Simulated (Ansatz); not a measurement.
# Geometry relaxation, with input and output: C3H12OSi2 (part 2 of 2)

C3H12OSi2; RKS BHLYP-D4/STO-3G (Ansatz 0.2.0). It belongs to a series of runs on one base structure; here: start relaxed.

Geometry of the input (Å):
```
Si 0.0000  0.0000  0.0000
Si 0.0000  0.0000  2.2200
H  -1.3148  -0.4067  2.7074
H  1.0096  -0.9353  2.7074
H  0.3052  1.3420  2.7074
C  1.7634  0.0000  -0.6227
H  2.1111  -1.0463  -0.7509
H  1.8119  0.5276  -1.5981
H  2.4154  0.5187  0.1108
O  -0.7913  1.3709  -0.5594
C  -2.1512  1.4177  -0.9653
H  -2.7687  0.8215  -0.2614
H  -2.5023  2.4707  -0.9639
H  -2.2473  0.9975  -1.9882
C  -0.8808  -1.5259  -0.6227
H  -1.3804  -2.0377  0.2261
H  -1.6409  -1.2332  -1.3768
H  -0.1449  -2.2146  -1.0879
```

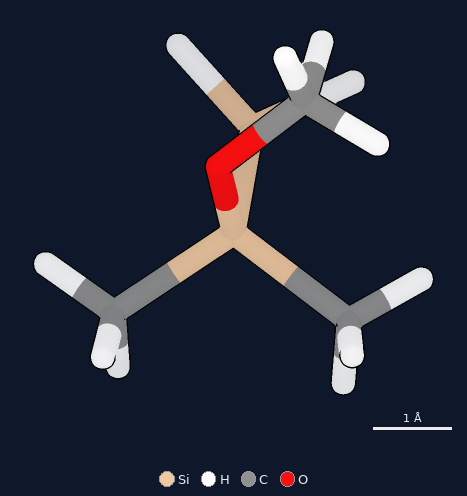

The geometry at step 8 of the log (stick view, seen at a tilt).

Trajectory as extended XYZ, continued
```
18
Properties=species:S:1:pos:R:3:forces:R:3 step=3 energy=-20859.16141
Si   -0.0183   -0.0017   -0.0092    0.1285  -0.4913   0.1517
Si   -0.0317   -0.0126    2.2562   -0.0226   0.0932  -0.0341
H    -1.3049   -0.4050    2.7846    0.0054   0.0124  -0.0392
H     0.9431   -0.9314    2.7644    0.0001  -0.0045  -0.0326
H     0.2788    1.2849    2.7806   -0.0065  -0.0437   0.0026
C     1.7402    0.0351   -0.6493    0.1074   0.0024   0.0262
H     2.1581   -0.9702   -0.6942   -0.0315   0.0425   0.0217
H     1.7829    0.4530   -1.6543   -0.0521  -0.0299   0.0285
H     2.4020    0.6330   -0.0224   -0.1096  -0.0217  -0.0328
O    -0.7007    1.4191   -0.6264    0.0195   0.3899  -0.1472
C    -2.1005    1.4108   -0.9202   -0.3689  -0.1526  -0.0325
H    -2.7416    0.9546   -0.1378    0.1964   0.1026  -0.0942
H    -2.4224    2.4591   -1.0328   -0.0062  -0.0919   0.0003
H    -2.3443    0.8938   -1.8724    0.1091   0.0839   0.2273
C    -0.8761   -1.5402   -0.6619   -0.1349  -0.0755  -0.1067
H    -1.4894   -2.0323    0.0939    0.0766   0.1151  -0.0424
H    -1.5308   -1.3110   -1.5028    0.0860   0.0001   0.0501
H    -0.1502   -2.2722   -1.0141    0.0031   0.0689   0.0532
18
Properties=species:S:1:pos:R:3:forces:R:3 step=4 energy=-20859.20139
Si   -0.0059   -0.0071   -0.0406   -0.0332  -0.0204  -0.0801
Si   -0.0626   -0.0005    2.2170    0.0155  -0.0007   0.0390
H    -1.3475   -0.3786    2.7241   -0.0157   0.0146  -0.0173
H     0.8946   -0.9311    2.7366   -0.0068  -0.0092  -0.0049
H     0.2601    1.2911    2.7455   -0.0155  -0.0080  -0.0034
C     1.7592    0.0237   -0.6484    0.0870  -0.0115   0.0059
H     2.1969   -0.9728   -0.6160   -0.0005   0.0334   0.0095
H     1.8115    0.3745   -1.6781   -0.0252  -0.0263   0.0329
H     2.3890    0.6777   -0.0475   -0.0442  -0.0037  -0.0309
O    -0.6703    1.4294   -0.6852   -0.7750   0.0517  -0.1333
C    -2.1181    1.4131   -0.8471    0.5056  -0.1296   0.0358
H    -2.6731    1.0329    0.0330    0.1494   0.0696  -0.1140
H    -2.4492    2.4490   -1.0219    0.0612  -0.0795   0.0269
H    -2.4404    0.8158   -1.7241    0.0868   0.0894   0.2342
C    -0.8571   -1.5382   -0.7098   -0.0492  -0.1268  -0.0200
H    -1.5594   -1.9607    0.0086    0.0271   0.0551  -0.0689
H    -1.4106   -1.3402   -1.6271    0.0791   0.0356   0.0481
H    -0.1231   -2.3113   -0.9374   -0.0464   0.0664   0.0405
18
Properties=species:S:1:pos:R:3:forces:R:3 step=5 energy=-20859.22778
Si   -0.0032   -0.0063   -0.0709    0.0541   0.0794  -0.0837
Si   -0.0883    0.0007    2.1852   -0.0246   0.0143  -0.0138
H    -1.3833   -0.3682    2.6741    0.0048   0.0102  -0.0015
H     0.8592   -0.9380    2.7088   -0.0204   0.0048   0.0087
H     0.2353    1.2917    2.7132   -0.0060  -0.0054   0.0224
C     1.7715    0.0217   -0.6472    0.1009  -0.0236  -0.0348
H     2.2352   -0.9613   -0.5398   -0.0589   0.1649  -0.0092
H     1.8276    0.3052   -1.6992    0.0332  -0.0457   0.1209
H     2.3687    0.7350   -0.0776   -0.0538  -0.0749  -0.1016
O    -0.6643    1.4215   -0.7519   -0.6211  -0.1846   0.0700
C    -2.1192    1.4107   -0.7838    0.3057  -0.2279   0.0796
H    -2.5909    1.1221    0.1857    0.2087   0.1667  -0.4386
H    -2.4474    2.4340   -1.0282   -0.0427  -0.1391   0.0371
H    -2.5216    0.7299   -1.5693    0.1351   0.2764   0.3809
C    -0.8445   -1.5373   -0.7467   -0.1201  -0.2499  -0.1411
H    -1.6379   -1.8936   -0.0791    0.2326   0.0886  -0.2802
H    -1.2908   -1.3543   -1.7322    0.1798  -0.0999   0.3388
H    -0.1121   -2.3467   -0.8591   -0.3072   0.2457   0.0463
18
Properties=species:S:1:pos:R:3:forces:R:3 step=6 energy=-20859.26606
Si    0.0066   -0.0090   -0.0856   -0.0487   0.0674   0.0510
Si   -0.0968   -0.0115    2.1705    0.0196  -0.0295   0.0152
H    -1.3977   -0.3754    2.6470   -0.0039   0.0127  -0.0087
H     0.8390   -0.9539    2.7074   -0.0106  -0.0049   0.0053
H     0.2276    1.2762    2.7066   -0.0122  -0.0044   0.0074
C     1.7847    0.0257   -0.6542    0.0190   0.0410  -0.0431
H     2.2676   -0.9350   -0.4812   -0.0287   0.0306   0.0170
H     1.8563    0.2423   -1.7193   -0.0259  -0.0111   0.0428
H     2.3616    0.7832   -0.1257   -0.0373  -0.0213  -0.0348
O    -0.6811    1.4224   -0.7239    0.0384  -0.0293  -0.1148
C    -2.1194    1.4120   -0.7363   -0.0582  -0.1393  -0.0768
H    -2.5664    1.2614    0.2650    0.0083   0.1186  -0.0890
H    -2.4673    2.3826   -1.1291    0.0625  -0.1119   0.1650
H    -2.5401    0.6301   -1.3970    0.0378   0.0846   0.1012
C    -0.8415   -1.5272   -0.7799   -0.0201  -0.0946  -0.0504
H    -1.6897   -1.8385   -0.1687    0.0920   0.0415  -0.0962
H    -1.2092   -1.3564   -1.7927    0.0805  -0.0334   0.0970
H    -0.1401   -2.3621   -0.8211   -0.1127   0.0833   0.0117
18
Properties=species:S:1:pos:R:3:forces:R:3 step=7 energy=-20859.29488
Si    0.0033   -0.0311   -0.1101    0.0275   0.0489   0.0173
Si   -0.1373   -0.0134    2.1452   -0.0170  -0.0033  -0.0169
H    -1.4509   -0.3615    2.5975   -0.0035   0.0074   0.0015
H     0.7787   -0.9589    2.7082    0.0033  -0.0209  -0.0035
H     0.1870    1.2748    2.6794   -0.0105   0.0064   0.0009
C     1.7812    0.0335   -0.6669    0.0126   0.0091  -0.0290
H     2.3009   -0.8935   -0.4330    0.0001   0.0077   0.0105
H     1.8435    0.1859   -1.7429    0.0058  -0.0115   0.0173
H     2.3226    0.8468   -0.1880   -0.0079  -0.0054  -0.0112
O    -0.6797    1.3733   -0.8032    0.0205  -0.0081  -0.0203
C    -2.1097    1.4392   -0.6745   -0.0385  -0.1271   0.0611
H    -2.4633    1.3944    0.3731    0.0390   0.0393  -0.0739
H    -2.4449    2.3970   -1.0970   -0.0099  -0.0008   0.0211
H    -2.6295    0.6352   -1.2259    0.0003   0.0438   0.0347
C    -0.8037   -1.5683   -0.8079   -0.0424  -0.0021  -0.0361
H    -1.7080   -1.8385   -0.2659    0.0159  -0.0023  -0.0232
H    -1.0756   -1.4334   -1.8543    0.0484  -0.0147   0.0420
H    -0.1205   -2.4147   -0.7520   -0.0438   0.0335   0.0077
18
Properties=species:S:1:pos:R:3:forces:R:3 step=8 energy=-20859.29502
Si    0.0108   -0.0405   -0.1392   -0.0317  -0.0482   0.0228
Si   -0.1813   -0.0157    2.1123    0.0321   0.0307  -0.0175
H    -1.5044   -0.3510    2.5473    0.0048  -0.0031  -0.0288
H     0.7189   -0.9693    2.6884   -0.0057   0.0062   0.0086
H     0.1412    1.2732    2.6462    0.0049  -0.0053   0.0216
C     1.7925    0.0400   -0.6793    0.1264  -0.0279   0.0039
H     2.3398   -0.8552   -0.3777   -0.0710   0.1359  -0.0470
H     1.8600    0.1236   -1.7646    0.0231  -0.0151   0.1112
H     2.3019    0.9031   -0.2479   -0.0556  -0.1116  -0.0683
O    -0.6848    1.3325   -0.8769   -0.4558   0.0523   0.1386
C    -2.1027    1.4518   -0.6110   -0.0158  -0.2275   0.1527
H    -2.3534    1.5079    0.4760    0.1629  -0.0533  -0.4859
H    -2.4475    2.3888   -1.0724   -0.0343  -0.0449   0.0099
H    -2.7069    0.6214   -1.0474    0.2964   0.3493   0.2057
C    -0.7784   -1.5890   -0.8308   -0.0541  -0.1696  -0.1517
H    -1.7355   -1.8146   -0.3530    0.2046   0.0350  -0.1206
H    -0.9558   -1.4905   -1.9068    0.0448  -0.0580   0.2762
H    -0.1204   -2.4496   -0.6813   -0.1760   0.1551  -0.0316
18
Properties=species:S:1:pos:R:3:forces:R:3 step=9 energy=-20859.31115
Si    0.0086   -0.0386   -0.1447    0.0129  -0.0170  -0.0066
Si   -0.1771   -0.0149    2.1067    0.0080  -0.0054   0.0064
H    -1.5036   -0.3443    2.5344   -0.0033  -0.0034  -0.0073
H     0.7146   -0.9735    2.6869    0.0015  -0.0063  -0.0007
H     0.1503    1.2696    2.6479    0.0027   0.0043  -0.0001
C     1.7911    0.0412   -0.6841   -0.0040  -0.0072   0.0060
H     2.3457   -0.8327   -0.3477   -0.0086   0.0066   0.0011
H     1.8669    0.0846   -1.7685    0.0035  -0.0033  -0.0010
H     2.2874    0.9225   -0.2837    0.0040   0.0019  -0.0053
O    -0.6935    1.3443   -0.8598   -0.0112  -0.0120  -0.0301
C    -2.1032    1.4487   -0.5949    0.0268   0.0185   0.0169
H    -2.3372    1.5032    0.4824   -0.0378   0.0246   0.0178
H    -2.4700    2.3749   -1.0595   -0.0039  -0.0080   0.0088
H    -2.6909    0.6142   -1.0130   -0.0051  -0.0093  -0.0154
C    -0.7792   -1.5853   -0.8438    0.0203  -0.0185   0.0019
H    -1.7650   -1.7702   -0.4222    0.0043   0.0083  -0.0222
H    -0.8865   -1.5190   -1.9251   -0.0008   0.0043   0.0218
H    -0.1645   -2.4579   -0.6296   -0.0093   0.0220   0.0078
18
Properties=species:S:1:pos:R:3:forces:R:3 step=10 energy=-20859.31275
Si    0.0061   -0.0399   -0.1493   -0.0083   0.0355   0.0178
Si   -0.1772   -0.0198    2.1023   -0.0032  -0.0030   0.0028
H    -1.5059   -0.3441    2.5282    0.0054   0.0025  -0.0026
H     0.7091   -0.9859    2.6787   -0.0004  -0.0006  -0.0018
H     0.1579    1.2617    2.6468   -0.0016  -0.0049   0.0000
C     1.7885    0.0439   -0.6864    0.0076  -0.0007  -0.0109
H     2.3461   -0.8212   -0.3337    0.0026  -0.0010   0.0025
H     1.8674    0.0686   -1.7712    0.0008  -0.0018  -0.0007
H     2.2803    0.9342   -0.3005   -0.0053   0.0011  -0.0003
O    -0.7025    1.3394   -0.8663    0.0081  -0.0107   0.0006
C    -2.1078    1.4568   -0.5852   -0.0042  -0.0062  -0.0041
H    -2.3339    1.5304    0.4932    0.0034   0.0061   0.0038
H    -2.4740    2.3783   -1.0597   -0.0009  -0.0078   0.0022
H    -2.7052    0.6199   -0.9860   -0.0011   0.0062   0.0001
C    -0.7709   -1.5907   -0.8464   -0.0031  -0.0030  -0.0052
H    -1.7733   -1.7586   -0.4590   -0.0030   0.0031  -0.0052
H    -0.8384   -1.5430   -1.9313    0.0036  -0.0054  -0.0011
H    -0.1723   -2.4630   -0.5925   -0.0005  -0.0095   0.0020
18
Properties=species:S:1:pos:R:3:forces:R:3 step=11 energy=-20859.31318
Si    0.0044   -0.0393   -0.1535   -0.0258   0.0231  -0.0175
Si   -0.1826   -0.0271    2.0977    0.0160   0.0116   0.0123
H    -1.5127   -0.3432    2.5251    0.0022  -0.0010  -0.0133
H     0.6977   -1.0032    2.6668   -0.0038   0.0021   0.0000
H     0.1630    1.2485    2.6495   -0.0007  -0.0052  -0.0010
C     1.7857    0.0492   -0.6932    0.0341   0.0037   0.0086
H     2.3517   -0.8008   -0.3161   -0.0036   0.0181  -0.0093
H     1.8661    0.0449   -1.7786   -0.0086   0.0003   0.0215
H     2.2677    0.9550   -0.3307   -0.0076  -0.0157  -0.0074
O    -0.7111    1.3332   -0.8768    0.0073  -0.0070   0.0236
C    -2.1103    1.4646   -0.5718   -0.0247  -0.0110   0.0031
H    -2.3169    1.5646    0.5091    0.0196  -0.0083  -0.0249
H    -2.4799    2.3777   -1.0597   -0.0012  -0.0056  -0.0007
H    -2.7207    0.6230   -0.9437    0.0131   0.0201   0.0123
C    -0.7607   -1.5959   -0.8500   -0.0435  -0.0772  -0.0466
H    -1.7884   -1.7344   -0.5144    0.0880  -0.0009  -0.0313
H    -0.7670   -1.5778   -1.9403    0.0015  -0.0122   0.1043
H    -0.1919   -2.4721   -0.5374   -0.0623   0.0652  -0.0339
18
Properties=species:S:1:pos:R:3:forces:R:3 step=12 energy=-20859.31349
Si    0.0036   -0.0405   -0.1547    0.0233   0.0150   0.0091
Si   -0.1769   -0.0250    2.0970   -0.0336  -0.0092  -0.0106
H    -1.5101   -0.3425    2.5130    0.0062   0.0023   0.0194
H     0.7000   -1.0017    2.6702   -0.0006   0.0017  -0.0047
H     0.1647    1.2506    2.6510    0.0008  -0.0015  -0.0059
C     1.7863    0.0499   -0.6902    0.0076  -0.0055  -0.0189
H     2.3532   -0.7998   -0.3145   -0.0041   0.0091  -0.0037
H     1.8672    0.0478   -1.7753    0.0056   0.0004   0.0073
H     2.2668    0.9556   -0.3259   -0.0079  -0.0067  -0.0020
O    -0.7105    1.3331   -0.8767   -0.0092  -0.0052   0.0135
C    -2.1100    1.4633   -0.5719   -0.0113  -0.0085   0.0071
H    -2.3154    1.5631    0.5091    0.0108  -0.0047  -0.0223
H    -2.4807    2.3759   -1.0599   -0.0007  -0.0014  -0.0009
H    -2.7199    0.6213   -0.9431    0.0123   0.0149   0.0091
C    -0.7643   -1.5968   -0.8510   -0.0089  -0.0236  -0.0117
H    -1.7897   -1.7359   -0.5138    0.0257   0.0035  -0.0075
H    -0.7733   -1.5782   -1.9395    0.0020  -0.0008   0.0302
H    -0.1969   -2.4733   -0.5420   -0.0179   0.0201  -0.0074
18
Properties=species:S:1:pos:R:3:forces:R:3 step=13 energy=-20859.31375
Si    0.0046   -0.0408   -0.1549   -0.0024  -0.0026   0.0013
Si   -0.1809   -0.0267    2.0964    0.0003  -0.0011   0.0011
H    -1.5123   -0.3428    2.5190    0.0004   0.0004   0.0003
H     0.6974   -1.0031    2.6678   -0.0007   0.0003  -0.0002
H     0.1636    1.2489    2.6484    0.0000  -0.0004  -0.0007
C     1.7868    0.0507   -0.6923    0.0007   0.0005  -0.0007
H     2.3558   -0.7965   -0.3147    0.0001   0.0000   0.0003
H     1.8676    0.0463   -1.7772   -0.0009  -0.0003   0.0003
H     2.2651    0.9583   -0.3303   -0.0006   0.0002  -0.0001
O    -0.7101    1.3326   -0.8757   -0.0039   0.0036  -0.0021
C    -2.1093    1.4635   -0.5703    0.0073  -0.0040  -0.0001
H    -2.3125    1.5655    0.5104   -0.0003   0.0003   0.0005
H    -2.4806    2.3746   -1.0601   -0.0013   0.0019  -0.0006
H    -2.7191    0.6207   -0.9383   -0.0003   0.0001   0.0008
C    -0.7635   -1.5971   -0.8513    0.0005   0.0025   0.0012
H    -1.7910   -1.7311   -0.5203    0.0004   0.0003  -0.0010
H    -0.7654   -1.5821   -1.9392    0.0008  -0.0010  -0.0007
H    -0.2020   -2.4741   -0.5358    0.0001  -0.0006   0.0002
```

Key numbers

```csv
quantity,value
outcome,converged
total energy,−20859.3139 eV
mean-field energy,−20858.7630 eV
largest force (length of the vector) at the end,0.008 eV/Å
hardware,"1 thread of Arm Neoverse V1, 24 GiB of memory available, shared host"
wall time,67 s
peak memory,0.14 GiB
```
